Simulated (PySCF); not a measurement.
**B2H2F4 (SMILES F[BH-]1[F+][BH-](F)[F+]1) at SVWN5/6-31G(d) (spherical functions)**

What is the vertical ionisation energy of B2H2F4 at SVWN5/6-31G* (spherical functions)? The job is set up through a Python script.

The results are computed with PySCF 2.14.0.

### Step 1. The molecule

B2H2F4 has 8 atoms, charge 0, and is taken as a singlet. SMILES: `F[BH-]1[F+][BH-](F)[F+]1`. The coordinates come from a GFN2-xTB relaxation.

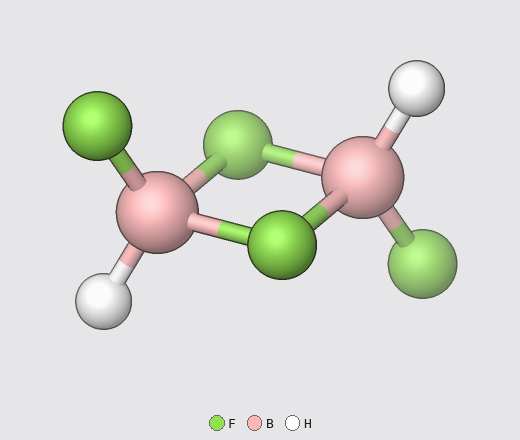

Viewed from a chosen angle; fluorine green, boron pink, hydrogen white.

### Step 2. The energy at SVWN5/6-31G(d) (spherical functions)

The input, calc.py:

```python
# F[BH-]1[F+][BH-](F)[F+]1
from pyscf import gto, dft

system = gto.Mole()
system.atom = [
    ('F', (1.043360, -1.440940, 1.042990)),
    ('B', (0.990580, -0.282590, 0.417020)),
    ('F', (0.244640, -0.475210, -0.901740)),
    ('B', (-0.990130, 0.281940, -0.417440)),
    ('F', (-1.044440, 1.440610, -1.043620)),
    ('F', (-0.245370, 0.477470, 0.902280)),
    ('H', (1.942170, 0.392310, 0.320140)),
    ('H', (-1.940820, -0.393590, -0.319620)),
]
system.max_memory = 1860
system.verbose = 3
system.basis = '6-31g*'
system.spin = 0
system.charge = 0
system.build()

mf = dft.RKS(system, xc='svwn')
mf.grids.level = 4
mf.conv_tol = 1e-10
mf.kernel()
if not mf.converged:
    mf = mf.newton().run(mf.mo_coeff, mf.mo_occ)

e_tot = mf.e_tot
print('Final energy', e_tot)
```

Command:

```console
$ OMP_NUM_THREADS=1 python calc.py
```

The program printed:

```text
converged SCF energy = -447.371555611733
Final energy -447.37155561173336
```

Run time: 9.6 s. Hardware: 1 thread of Arm Neoverse V1, shared host; peak memory 0.28 GiB.

### Step 3. The doublet cation

The input, geometry.xyz:

```xyz
8
B2F4H2
F      1.043360    -1.440940     1.042990
B      0.990580    -0.282590     0.417020
F      0.244640    -0.475210    -0.901740
B     -0.990130     0.281940    -0.417440
F     -1.044440     1.440610    -1.043620
F     -0.245370     0.477470     0.902280
H      1.942170     0.392310     0.320140
H     -1.940820    -0.393590    -0.319620
```

The input, run.py:

```python
from pyscf import gto, dft

mol = gto.M(
    atom='geometry.xyz',
    verbose=3,
    basis='6-31g*',
    spin=1,
    charge=1,
    max_memory=1860,
)

calc0 = dft.UKS(mol)
calc0.xc = 'svwn'
calc0.grids.level = 4
calc0.conv_tol = 1e-10
calc0.kernel()
if not calc0.converged:
    calc0 = calc0.newton().run(calc0.mo_coeff, calc0.mo_occ)

e_final = calc0.e_tot
print('E(%s) = %.9f' % ('SVWN5', e_final))
```

Command:

```console
$ OMP_NUM_THREADS=1 python run.py
```

The program printed:

```text
converged SCF energy = -446.932065014008  <S^2> = 0.75098233  2S+1 = 2.0009821
E(SVWN5) = -446.932065014
```

Run time: 22 s. Hardware: 1 thread of Arm Neoverse V1, shared host; peak memory 0.29 GiB.

### Step 4. Results

At SVWN5/6-31G* (spherical functions):

```
                                          quantity          value
                      singlet B2H2F4: total energy  -447.37156 Eh
                     singlet B2H2F4: dipole moment         0.01 D
                       singlet B2H2F4: HOMO energy       -8.44 eV
                       singlet B2H2F4: LUMO energy        0.21 eV
                     singlet B2H2F4: HOMO–LUMO gap        8.65 eV
                      doublet cation: total energy  -446.93207 Eh
doublet cation: HOMO energy (highest over α and β)      -16.21 eV
 doublet cation: LUMO energy (lowest over α and β)      -15.48 eV
                              doublet cation: ⟨S²⟩          0.751
vertical ionisation energy (to the doublet cation)      11.959 eV
```

In words: The vertical ionisation energy comes to 11.96 eV (1154 kJ/mol). −ε(HOMO) before ionisation, 8.44 eV, is 3.52 eV below this ionisation energy. Mulliken charges (singlet B2H2F4) run from -0.23 on F6 to +0.43 on B2; they depend strongly on the basis. Mulliken charges (doublet cation) run from -0.16 on F6 to +0.48 on B2; they depend strongly on the basis.
